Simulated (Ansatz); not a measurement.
# What (KCl)2(SnTe)1 [001] superlattice, started as rocksalt type distorts into, part 2 of 2

Aim: this structure of (KCl)2(SnTe)1 [001] superlattice, started as rocksalt type is to be tested for unstable modes, and one is followed downhill.

Ansatz 0.2.0; DFT PBEsol, scalar-relativistic, plane waves, PAW.

So far. Step 4 (The mode frozen in, largest atomic shift 0.08 Å): The run ends at a pressure of 0.11 GPa, with forces up to 0.022 eV/Å. Step 5 (Energy along the mode, all amplitudes (two of the runs …): The lowest of the steps tried is at 0.08 Å, 0.759 meV/atom below the parent; the bottom of the well need not coincide with a step.

The structure was built from a prototype and need not be the compound's stable phase.

### Step 6. Relaxing from the distorted cell

Starting from the lowest point found, all atoms and the cell are let go, so that strain and other modes of the same symmetry can join in.

The input, input.yaml:

```yaml
crystal:
  lattice:
    - [3.1247977111, 3.1247977111, 0.0]
    - [-3.1247977111, 3.1247977111, 0.0]
    - [3.1247977111, 0.0, 9.5877745561]
  atoms:
    - { symbol: Cl, position: [0.5024379442, 0.4975620558, 0.9913677595] }
    - { symbol: Cl, position: [0.827139037, 0.172860963, 0.3419655739] }
    - { symbol: K, position: [0.9918001831, 0.0081998169, 0.0129876715] }
    - { symbol: K, position: [0.3381211879, 0.6618788121, 0.3203456619] }
    - { symbol: Sn, position: [0.6551527157, 0.3448472843, 0.6666666667] }
    - { symbol: Te, position: [0.1794674953, 0.8205325047, 0.6666666667] }
kpoints:
  mp_grid: { grid: [8, 8, 8] }
hamiltonian:
  xc: pbesol
scf:
  occupations: { method: fixed }
output:
  forces: true
  stress: true
  eigenvalues: true
relax:
  adjacent_minimum: "off"
  f_tol: 0.002
  max_steps: 120
  cell: { stress_tol: 0.03 }
```

The run is started by

```bash
$ ansatz run input.yaml --threads 8 --pin off --max-ram 14336MiB --backend cpu --events-out ev --progress --plain --runs-dir out
```

Numbers of over 12 decimals in the logs are rounded to 6 here.

What it wrote:

```text
[...]
Crystal: 6 atoms, lattice volume = 187.237 Å³
Basis set: ecut = 420 eV, 3697 PW (Γ), exchange–correlation on 60×60×144 points (8 copies of the dense FFT grid, shifted against one another)
Bands: 38, of which v1, the nominal top of the filled ones, is band 31 counted from 1 (30 counted from 0)
Symmetry: 4 space group operations
[...]
k-points: 95 of 512 (time reversal used)
[...]
SCF iter   1: F=—  HF=-18012.702772 eV  |F-HF|=—  |Δ(HF+E_count)|=         —  Δρ=4.17e-3  dr2=8.85e-2  ethr=1.77e-3  ⟨swp⟩=5.1  Hψ=13799  notcnv=0  defer=411
[...]
SCF iter   7: F=-18012.673701 eV  HF=-18012.673701 eV  |F-HF|=1.09e-8  |Δ(HF+E_count)|=   2.51e-7  Δρ=2.92e-6  dr2=1.85e-8  ethr=1.61e-10  ⟨swp⟩=14.9  Hψ=22836  notcnv=0
SCF 1 converged in 7 iterations: F = -18012.673701 eV  dr2 = 1.85e-8
[...]
relax step   1: F+E_penalty+E_count = -18012.67370123 eV  Δ(F+E_penalty+E_count) = +0.000e0 eV  max|allowed force component| = 2.233e-2 eV/Å  Δτ_max = 0.0000 Å  P = +0.113 GPa  Ω = 187.237 Å³  (7 SCF iters, dr2 threshold 1.00e-7 eV, accepted)
Crystal: 6 atoms, lattice volume = 187.946 Å³
[...]
iter 1 solved again at ethr=2.11e-6 eV; its pass at ethr=3.10e-3 eV (dr2=1.31e-3 eV) is discarded
[...]
SCF iter   5: F=-18012.674756 eV  HF=-18012.674756 eV  |F-HF|=2.86e-8  |Δ(HF+E_count)|=   1.90e-7  Δρ=4.54e-6  dr2=4.40e-8  ethr=2.60e-10  ⟨swp⟩=13.8  Hψ=22377  notcnv=0
SCF 2 converged in 5 iterations: F = -18012.674756 eV  dr2 = 4.40e-8
relax step   2: F+E_penalty+E_count = -18012.67475616 eV  Δ(F+E_penalty+E_count) = -1.055e-3 eV  max|allowed force component| = 2.854e-2 eV/Å  Δτ_max = 0.0273 Å  P = +0.010 GPa  Ω = 187.946 Å³  energy of the carried Pulay correction = -4.528e-5 eV  (5 SCF iters, dr2 threshold 1.61e-7 eV, accepted)
Crystal: 6 atoms, lattice volume = 188.258 Å³
[...]
SCF iter   5: F=-18012.675323 eV  HF=-18012.675323 eV  |F-HF|=3.55e-8  |Δ(HF+E_count)|=   1.20e-7  Δρ=4.04e-6  dr2=3.70e-8  ethr=8.21e-11  ⟨swp⟩=14.2  Hψ=23572  notcnv=0
SCF 3 converged in 5 iterations: F = -18012.675323 eV  dr2 = 3.70e-8
relax step   3: F+E_penalty+E_count = -18012.67532339 eV  Δ(F+E_penalty+E_count) = -5.672e-4 eV  max|allowed force component| = 1.199e-2 eV/Å  Δτ_max = 0.0263 Å  P = +0.001 GPa  Ω = 188.258 Å³  energy of the carried Pulay correction = -6.517e-5 eV  (5 SCF iters, dr2 threshold 5.09e-8 eV, accepted)
[...]
relax step   4: F+E_penalty+E_count = -18012.67540620 eV  Δ(F+E_penalty+E_count) = -8.281e-5 eV  max|allowed force component| = 3.310e-3 eV/Å  Δτ_max = 0.0080 Å  P = -0.003 GPa  Ω = 188.445 Å³  energy of the carried Pulay correction = -7.708e-5 eV  (5 SCF iters, dr2 threshold 8.99e-9 eV, accepted)
[...]
relax step   5: F+E_penalty+E_count = -18012.67541666 eV  Δ(F+E_penalty+E_count) = -1.046e-5 eV  max|allowed force component| = 5.455e-4 eV/Å  Δτ_max = 0.0013 Å  P = -0.002 GPa  Ω = 188.395 Å³  energy of the carried Pulay correction = -7.391e-5 eV  (5 SCF iters, dr2 threshold 6.85e-10 eV, accepted)
[...]
SCF iter   5: F=-18012.675495 eV  HF=-18012.675495 eV  |F-HF|=7.28e-12  |Δ(HF+E_count)|=  9.31e-10  Δρ=4.03e-8  dr2=2.04e-12  ethr=1.00e-12  ⟨swp⟩=16.8  Hψ=26085  notcnv=0
SCF 6 converged in 5 iterations: F = -18012.675495 eV  dr2 = 2.04e-12
relax step   6: F+E_penalty+E_count = -18012.67549477 eV  Δ(F+E_penalty+E_count) = -7.811e-5 eV  max|allowed force component| = 5.435e-4 eV/Å  Δτ_max = 0.0000 Å  P = -0.002 GPa  Ω = 188.395 Å³  stress off target by 5.30e-3 GPa  SCF on the basis re-selected at this cell (its energy is not comparable with the rows above)  (5 SCF iters)
basis re-selected at this cell: Δ(F+E_penalty+E_count) = -7.811e-5 eV, ΔP = -0.000 GPa vs the last step (what re-selecting the basis moved, of the pressure what is left beyond the Pulay correction that the steps carried, after the strain that the cell walked since its last selection, with what the two solves' SCF thresholds leave and, on support functions, any second-order correction that the steps lacked; it is no m [...]
SCF converged after 5 iterations
Free energy (F): -18012.675495 eV
[...]
Internal energy: -18012.675495 eV  (E = F + TS)
E sigma→0 (E₀):  -18012.675495 eV
Fermi energy:    5.904462 eV
[...]
--- Forces (eV/Å), atoms counted from 1 ---
  atom   1  Cl     0.00035421     0.00000000    -0.00023990
  atom   2  Cl     0.00035421     0.00000000     0.00023990
  atom   3  K     -0.00045036    -0.00000000    -0.00054352
  atom   4  K     -0.00045036     0.00000000     0.00054352
  atom   5  Sn    -0.00023756     0.00000000    -0.00000000
  atom   6  Te     0.00042932     0.00000000     0.00000000
  max |Σ_I F_I| component: 5.33e-7 eV/Å
--- Stress (GPa, compression-positive) ---
       -0.003760       0.000000       0.000000
       -0.000000       0.002478       0.000000
        0.000000       0.000000      -0.005303
  P = ⅓ Tr σ = -0.0022 GPa (-0.022 kbar)
--- Band table (eV; the first three rows and the last of 95) ---
  k-point 0: bands = [... 27 lower, 2.2125, 3.3524, 3.3569, 3.7246, 7.9379, 8.2572, 8.7147, 9.0054, ... 3 higher]
  k-point 1: bands = [... 27 lower, 2.2337, 3.3500, 3.3546, 3.6791, 7.9008, 8.3776, 8.6647, 9.0873, ... 3 higher]
  k-point 2: bands = [... 27 lower, 2.2957, 3.3442, 3.3489, 3.5606, 7.8839, 8.5881, 8.6122, 9.2547, ... 3 higher]
  k-point 94: bands = [... 27 lower, 1.9914, 2.1423, 2.3504, 4.2266, 7.5040, 8.5920, 9.3861, 9.4414, ... 3 higher]
--- Relaxed structure (5 steps of the walk, 5 accepted, 1 SCFs on fresh bases) ---
  F+E_penalty+E_count = -18012.67549477 eV   max|allowed force component| = 5.435e-4 eV/Å   (the final SCF, on the basis selected at the relaxed cell)
  cell:  # Å, volume = 188.3953 Å³
    - [3.143056, 3.125382, -1.0403534953321379e-18]
    - [-3.143056, 3.125382, 1.0403534953321437e-18]
    - [3.143056, 0, 9.589256]
  atoms:
    - { symbol: Cl, position: [0.499481, 0.500519, 0.991948] }
    - { symbol: Cl, position: [0.824762, 0.175238, 0.341386] }
    - { symbol: K, position: [0.988124, 0.011876, 0.012955] }
    - { symbol: K, position: [0.334413, 0.665587, 0.320378] }
    - { symbol: Sn, position: [0.658205, 0.341795, 0.6666666667] }
    - { symbol: Te, position: [0.189133, 0.810867, 0.6666666667] }
```

Run time: 28 s. Hardware: 8 threads of AMD EPYC 9R14 (Zen 4), shared host; peak memory 1.1 GiB; 3.6 min of CPU time.

Relaxation path:

| step | energy less that of the first step (eV) | largest force component (eV/Å) | pressure (GPa) | volume (Å³) |
| --- | --- | --- | --- | --- |
| 1 | 0.0000 | 0.0223 | 0.11 | 187.24 |
| 2 | -0.0011 | 0.0285 | 0.01 | 187.95 |
| 3 | -0.0016 | 0.0120 | 0.00 | 188.26 |
| 4 | -0.0017 | 0.0033 | 0.00 | 188.45 |
| 5 | -0.0017 | 0.0005 | 0.00 | 188.40 |
| 6* | -0.0018 | 0.0005 | 0.00 | 188.40 |

Relaxation steps marked * repeat the geometry before them on a plane-wave basis chosen anew for their cell, so energy and pressure can jump there.

The run keeps the 4 symmetry operations that it works with, so distortions that break them were not tested.

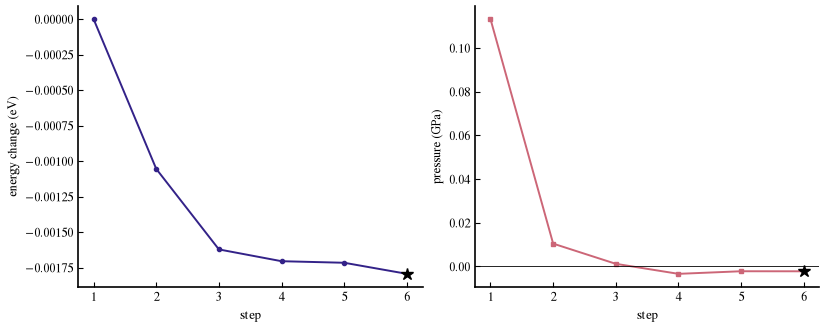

Energy and pressure along the relaxation. Stars mark steps on a basis chosen anew.

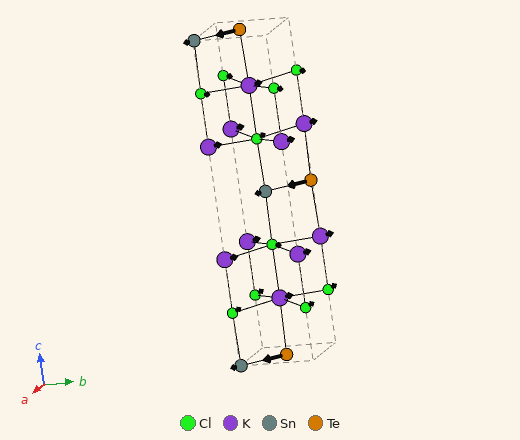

Displacements in the relaxation, exaggerated, measured against the changing cell; the longest in the cell stands for 0.06 Å. Some periodic images of atoms are drawn too.

| conventional cell, symmetrised | before | after | change |
| --- | --- | --- | --- |
| a (Å) | 6.250 | 6.251 | +0.0 % |
| b (Å) | 19.176 | 19.179 | +0.0 % |
| c (Å) | 6.250 | 6.286 | +0.6 % |
| volume (Å³/atom) | 31.21 | 31.40 | +0.6 % |

The atoms that moved most (Å, as changes of fractional coordinates times the final cell):

| atom | dx | dy | dz | length |
| --- | --- | --- | --- | --- |
| Te6 | 0.061 | 0.000 | 0.000 | 0.061 |
| K3 | -0.023 | 0.000 | 0.000 | 0.023 |
| K4 | -0.023 | 0.000 | 0.000 | 0.023 |
| Sn5 | 0.019 | 0.000 | 0.000 | 0.019 |
| Cl2 | -0.017 | 0.000 | -0.006 | 0.018 |
| Cl1 | -0.017 | 0.000 | 0.006 | 0.018 |

Final coordinates:

```cif
data_structure
_symmetry_space_group_name_H-M 'P 1'
_symmetry_Int_Tables_number 1
_cell_length_a 4.4325
_cell_length_b 4.4325
_cell_length_c 10.0912
_cell_angle_alpha 102.759
_cell_angle_beta 77.241
_cell_angle_gamma 90.323
_cell_volume 188.40
loop_
_atom_site_label
_atom_site_type_symbol
_atom_site_fract_x
_atom_site_fract_y
_atom_site_fract_z
_atom_site_occupancy
Cl1 Cl 0.49948 0.50052 0.99195 1
Cl2 Cl 0.82476 0.17524 0.34139 1
K3 K 0.98812 0.01188 0.01296 1
K4 K 0.33441 0.66559 0.32038 1
Sn5 Sn 0.65820 0.34180 0.66667 1
Te6 Te 0.18913 0.81087 0.66667 1
```

Numbers from this step:

* pressure: -0.002195 GPa
* gap on the k-mesh: 0.6906 eV
* volume per atom: 31.40 Å³

The distorted start has space group Fmm2; the relaxation ends in Fmm2.

### Step 7. The new phase in its own primitive cell

The relaxed structure is symmetrised, reduced to its primitive cell and relaxed tightly, as its phonons need.

The input, input.yaml:

```yaml
crystal:
  lattice:
    - [0.0, 9.5892555498, 3.1430563758]
    - [3.1253815351, 0.0, 3.1430563758]
    - [3.1253815351, 9.5892555498, 0.0]
  atoms:
    - { symbol: Cl, position: [0.8247623982, 0.4994813132, 0.5005186868] }
    - { symbol: Cl, position: [0.4994813132, 0.8247623982, 0.1752376018] }
    - { symbol: K, position: [0.3344129841, 0.9881243878, 0.0118756122] }
    - { symbol: K, position: [0.9881243878, 0.3344129841, 0.6655870159] }
    - { symbol: Sn, position: [0.658204945, 0.658204945, 0.341795055] }
    - { symbol: Te, position: [0.1891325349, 0.1891325349, 0.8108674651] }
kpoints:
  mp_grid: { grid: [6, 6, 6] }
hamiltonian:
  xc: pbesol
scf:
  occupations: { method: fixed }
output:
  forces: true
  stress: true
  eigenvalues: true
relax:
  adjacent_minimum: "off"
  f_tol: 0.001
  max_steps: 60
  cell: { stress_tol: 0.01 }
```

What it wrote:

```text
[...]
cell:  # Å, volume = 188.4833 Å³
    - [0.0, 9.589712, 3.144227]
    - [3.125528, 0.0, 3.144227]
    - [3.125528, 9.589712, 0.0]
  atoms:
    - { symbol: Cl, position: [0.824659, 0.499323, 0.500677] }
    - { symbol: Cl, position: [0.499323, 0.824659, 0.175341] }
    - { symbol: K, position: [0.334234, 0.987957, 0.012043] }
    - { symbol: K, position: [0.987957, 0.334234, 0.665766] }
    - { symbol: Sn, position: [0.657369, 0.657369, 0.342631] }
    - { symbol: Te, position: [0.190578, 0.190578, 0.809422] }
[key lines of the parts left out:]
SCF converged after 6 iterations
Free energy (F): -18012.678930 eV
Fermi energy:    5.883806 eV
P = ⅓ Tr σ = 0.0023 GPa (0.023 kbar)
```

Run time: 13 s. Hardware: 8 threads; peak memory 0.85 GiB; 92 s of CPU time.

The steps of the relaxation:

| step | energy less that of the first step (eV) | largest force component (eV/Å) | pressure (GPa) | volume (Å³) |
| --- | --- | --- | --- | --- |
| 1 | 0.0000 | 0.0214 | -0.01 | 188.40 |
| 2 | -0.0001 | 0.0097 | 0.01 | 188.34 |
| 3 | -0.0001 | 0.0012 | 0.01 | 188.41 |
| 4 | -0.0001 | 0.0009 | 0.00 | 188.48 |
| 5* | -0.0001 | 0.0009 | 0.00 | 188.48 |

Relaxation steps marked * repeat the geometry before them on a plane-wave basis chosen anew for their cell, so energy and pressure can jump there.

The run keeps the 4 symmetry operations that it works with, so distortions that break them were not tested.

| conventional cell, symmetrised | before | after | change |
| --- | --- | --- | --- |
| a (Å) | 6.251 | 6.251 | +0.0 % |
| b (Å) | 19.179 | 19.179 | +0.0 % |
| c (Å) | 6.286 | 6.288 | +0.0 % |
| volume (Å³/atom) | 31.40 | 31.41 | +0.0 % |

This step gave:

```
pressure           : 0.002343 GPa
gap on the k-mesh  : 0.7179 eV
volume per atom    : 31.41 Å³
direct gap on mesh : 0.7179 eV
```

The largest force component left is 0.87 meV/Å and the pressure is 0.002 GPa, within the tolerances set. The cell now holds 31.41 Å³/atom.

### Step 8. Modes of the new phase, k-mesh 6×6×6

A relaxed structure may still be a saddle point, so its zone-centre modes are computed. The response to a homogeneous field gives the Born charges and the dielectric tensor, and its change with displacement the Raman tensors.

The input, input.yaml:

```yaml
crystal:
  lattice:
    - [0.0, 9.5897120323, 3.1442265568]
    - [3.1255283216, 0.0, 3.1442265568]
    - [3.1255283216, 9.5897120323, 0.0]
  atoms:
    - { symbol: Cl, position: [0.8246591628, 0.4993226708, 0.5006773292] }
    - { symbol: Cl, position: [0.4993226708, 0.8246591628, 0.1753408372] }
    - { symbol: K, position: [0.3342337798, 0.9879565686, 0.0120434314] }
    - { symbol: K, position: [0.9879565686, 0.3342337798, 0.6657662202] }
    - { symbol: Sn, position: [0.6573688528, 0.6573688528, 0.3426311472] }
    - { symbol: Te, position: [0.1905775283, 0.1905775283, 0.8094224717] }
kpoints:
  mp_grid: { grid: [6, 6, 6] }
hamiltonian:
  xc: pbesol
scf:
  occupations: { method: fixed }
output:
  eigenvalues: true
phonons:
  method: dfpt
  dielectric: true
  rigid_motions: translations
  raman: true
```

What it wrote:

```text
Warning: crystal.symmetry: narrowed to the stabiliser of the run's FFT grids — unitary ops 4 → 1. A phonons.method: dfpt run fills in the rows of the dynamical matrix that it does not solve by its symmetry operations, which is exact only for operations that map its FFT grids onto themselves: filled in by any other, the frequencies could depend on the order in which like atoms are typed, or, by more than the grids' own error, on where the crystal sits among the grids' points. Excluded: 3 operations. The run can therefore solve more perturbations, solve them on more k-points, or both, and cost more. [rest of the remark cut]
Engine: ansatz 0.2.0, x86_64-unknown-linux-gnu
Pseudopotentials: kind: paw
Pseudopotential: Cl, paw, valence charge 7, recommended cutoff 420 eV (normal), Cl.paw.azcp
Pseudopotential: K, paw, valence charge 9, recommended cutoff 420 eV (normal), K.paw.azcp
Pseudopotential: Sn, paw, valence charge 14, recommended cutoff 420 eV (normal), Sn.paw.azcp
Pseudopotential: Te, paw, valence charge 16, recommended cutoff 420 eV (normal), Te.paw.azcp
Functional definition: PBEsol
  exchange = pbesol_x
  correlation = pbesol_c
Crystal: 6 atoms, lattice volume = 188.483 Å³
Basis set: ecut = 420 eV, 3697 PW (Γ), exchange–correlation on 144×60×144 points (8 copies of the dense FFT grid, shifted against one another)
Bands: 38, of which v1, the nominal top of the filled ones, is band 31 counted from 1 (30 counted from 0)
Symmetry: 4 space group operations
k-points: 112 of 216 (irreducible under 1 space group operation, time reversal used)
Non-local potential: Cl, projectors of the file, l = 0: 2, l = 1: 2, l = 2: 2
Non-local potential: K, projectors of the file, l = 0: 3, l = 1: 2, l = 2: 2
Non-local potential: Sn, projectors of the file, l = 0: 2, l = 1: 2, l = 2: 2, l = 3: 2
Non-local potential: Te, projectors of the file, l = 0: 2, l = 1: 2, l = 2: 2, l = 3: 2
PAW form: soft (Blöchl's): semilocal exchange-correlation on the pseudo side does not see the compensation charge
PAW frozen core: Cl, regenerated for the run's functional, and the local potential with it (the file was generated under x = pbe(κ = 0.804, μ = 0.219515), c = pbe(β = 0.066725))
PAW frozen core: K, regenerated for the run's functional, and the local potential with it (the file was generated under x = pbe(κ = 0.804, μ = 0.219515), c = pbe(β = 0.066725))
PAW frozen core: Sn, regenerated for the run's functional, and the local potential with it (the file was generated under x = pbe(κ = 0.804, μ = 0.219515), c = pbe(β = 0.066725))
PAW frozen core: Te, regenerated for the run's functional, and the local potential with it (the file was generated under x = pbe(κ = 0.804, μ = 0.219515), c = pbe(β = 0.066725))
PAW one-centre angular grid: Cl, 110 points (default); XC on 64 Gauss nodes
PAW one-centre angular grid: K, 110 points (default); XC on 64 Gauss nodes
PAW one-centre angular grid: Sn, 590 points (default); XC on 64 Gauss nodes
PAW one-centre angular grid: Te, 590 points (default); XC on 64 Gauss nodes
Initial density: superposition of atomic densities (neutral atoms: chi_scale 0, normalization atom), corrected by the library's trained network
Initial wavefunctions: pseudopotential atomic-orbital guess
Functional: x = pbesol(κ = 0.804, μ = 0.123457), c = pbesol(β = 0.046)
SCF iter   1: F=—  HF=-18012.707265 eV  |F-HF|=—  |Δ(HF+E_count)|=         —  Δρ=4.14e-3  dr2=8.64e-2  ethr=1.77e-3  ⟨swp⟩=5.2  Hψ=16381  notcnv=0  defer=473
preconditioner: auto → Resta (q_TF=auto, 2.267 Å⁻¹)  ε∞=2.9  [insulator: Δε(μ)=0.713 eV  Ē_g=11.991 eV  n_scr=42 (ndim 8)  ℏωp=16.7 eV  f_vac=0.078  ε∞_Penn≈2.9]
SCF iter   2: F=—  HF=-18012.682536 eV  |F-HF|=—  |Δ(HF+E_count)|=   2.47e-2  Δρ=1.48e-3  dr2=1.11e-2  ethr=1.39e-4  ⟨swp⟩=2.8  Hψ=6201  notcnv=0  defer=560
SCF iter   3: F=—  HF=-18012.679124 eV  |F-HF|=—  |Δ(HF+E_count)|=   3.41e-3  Δρ=4.74e-4  dr2=1.02e-3  ethr=1.79e-5  ⟨swp⟩=3.7  Hψ=5954  notcnv=0  defer=560
SCF iter   4: F=—  HF=-18012.678917 eV  |F-HF|=—  |Δ(HF+E_count)|=   2.07e-4  Δρ=1.32e-4  dr2=4.75e-5  ethr=1.64e-6  ⟨swp⟩=2.3  Hψ=5504  notcnv=0  defer=560
SCF iter   5: F=—  HF=-18012.678924 eV  |F-HF|=—  |Δ(HF+E_count)|=   6.19e-6  Δρ=4.50e-5  dr2=4.82e-6  ethr=7.66e-8  ⟨swp⟩=2.0  Hψ=7486  notcnv=0  defer=538
SCF iter   6: F=—  HF=-18012.678930 eV  |F-HF|=—  |Δ(HF+E_count)|=   6.01e-6  Δρ=9.35e-6  dr2=2.68e-7  ethr=7.78e-9  ⟨swp⟩=2.1  Hψ=7702  notcnv=0  defer=393
SCF iter   7: F=—  HF=-18012.678930 eV  |F-HF|=—  |Δ(HF+E_count)|=   2.51e-7  Δρ=3.11e-6  dr2=2.10e-8  ethr=4.32e-10  ⟨swp⟩=2.0  Hψ=6704  notcnv=0  defer=395
SCF iter   8: F=—  HF=-18012.678930 eV  |F-HF|=—  |Δ(HF+E_count)|=   1.77e-8  Δρ=8.84e-7  dr2=1.98e-9  ethr=3.38e-11  ⟨swp⟩=2.0  Hψ=6702  notcnv=0  defer=396
SCF iter   9: F=—  HF=-18012.678930 eV  |F-HF|=—  |Δ(HF+E_count)|=  9.68e-10  Δρ=2.19e-7  dr2=1.19e-10  ethr=3.20e-12  ⟨swp⟩=2.0  Hψ=6702  notcnv=0  defer=397
SCF iter  10: F=-18012.678930 eV  HF=-18012.678930 eV  |F-HF|=7.28e-12  |Δ(HF+E_count)|=  2.04e-10  Δρ=6.16e-8  dr2=8.30e-12  ethr=1.00e-12  ⟨swp⟩=17.0  Hψ=31089  notcnv=0
SCF 1 converged in 10 iterations: F = -18012.678930 eV  dr2 = 8.30e-12
[...]
NSCF: frozen V_eff on 3 k-points
DFPT response loops at Γ: preconditioner auto → Resta (q_TF=auto, 2.267 Å⁻¹)  ε∞=9.1 (no band partly filled); β = 1.00, the filter's whole step (`scf.mixing.beta` (0.50) is not read by the response loops at its default; to damp them type it under 1.00, their step now; it binds the ground state too); Broyden in place of MSR1
```

Run time: 4.1 min. Hardware: 8 threads; peak memory 4 GiB.

The run was cut off at the time limit after its SCF cycle had converged; no result of it is taken.

The program's message: “Warning: rende”

### Step 9. Summary of results

| Property | Result |
| --- | --- |
| unstable mode of the parent | q = (0, 0, 0), 56i cm⁻¹ |
| depth at the lowest point sampled | 0.759 meV/atom |
| largest atomic shift at that point | 0.08 Å |
| space group reached (within 0.01 Å) | Fmm2 |
| energy gained over the parent (first relaxation, on the mesh of the frozen mode) | 1.06 meV/atom |
| volume per atom, phase reached | 31.4 Å³ |
| gap on the k-mesh, phase reached | 0.718 eV |

**Reading.** Along this mode the structure falls into Fmm2, 1.06 meV/atom below the parent. At the parent's cell the well is 0.759 meV/atom deep on the steps tried, with its lowest point at a shift of 0.08 Å. Relaxing atoms and cell changes the gain by +0.30 meV/atom against the lowest step (energies at zero smearing). The modes of the phase reached were not computed on this path. How so shallow a well moves with the k mesh was not tested. Of the 3 patterns followed to their end from this parent, this one ends 0.192 meV/atom above the lowest, Imm2. Another end point lies within 1 meV/atom; how such a difference moves with mesh and cutoff was not tested. Each path keeps the symmetry of its pattern, so a lower phase may lie along a pattern not tried. Spin-orbit coupling is left out, which can matter for the heavy elements here. The starting cell was built on a prototype and not taken from a measurement, so the phase need not exist.

[Logs are printed without paths, hosts, clocks, repeated set-up lines and the standing remarks that a program may print on its own settings, such as how far it seeks lower states.]

[Hosts, paths, dates, database ids (printed as entryN), source tags and the programs' standing remarks are cut or masked in the printed files.]
